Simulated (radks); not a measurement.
Computed with the in-house radial solver radks: scalar-relativistic Kohn-Sham, SCAN, spin-polarised, spherical densities, finite nucleus. The occupation of the 3p shell is varied from Ar²⁺ ([Ne] 3s2 3p4 (high spin)) to Ar⁺ ([Ne] 3s2 3p5 (high spin)), with spherical fractional occupations. Wanted, and plotted below: the total energy less the straight line between the end points, and the eigenvalue of 3p↓ (the dashed line is minus the energy to take the whole electron out).

The curve is convex (below the straight line), with the largest deviation among the points computed, −1.50 eV, at 0.5. The end points differ by 27.8 eV, the energy to take the electron out. The eigenvalue, which is the slope of the energy (Janak's theorem), moves from −33.9 eV at 0 to −21.8 eV at 1; for a straight line it would stay constant, and a parabola would sag by an eighth of this change, scaled to a whole electron, 1.51 eV. Convexity is the mark of the delocalisation error, which puts fractional charges too low; for p, d and f shells the spherical spreading of the fraction adds to it.

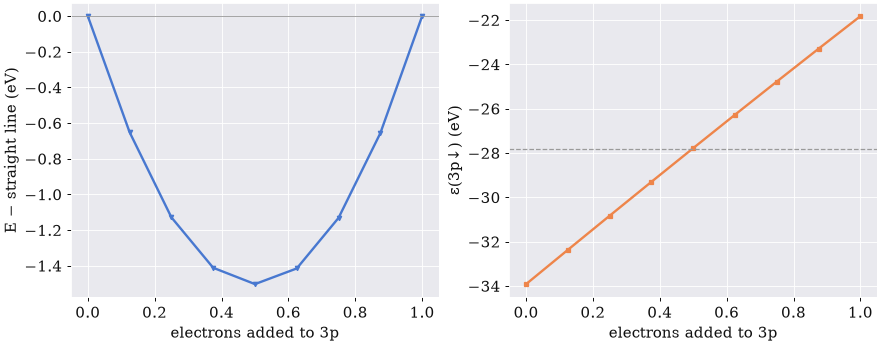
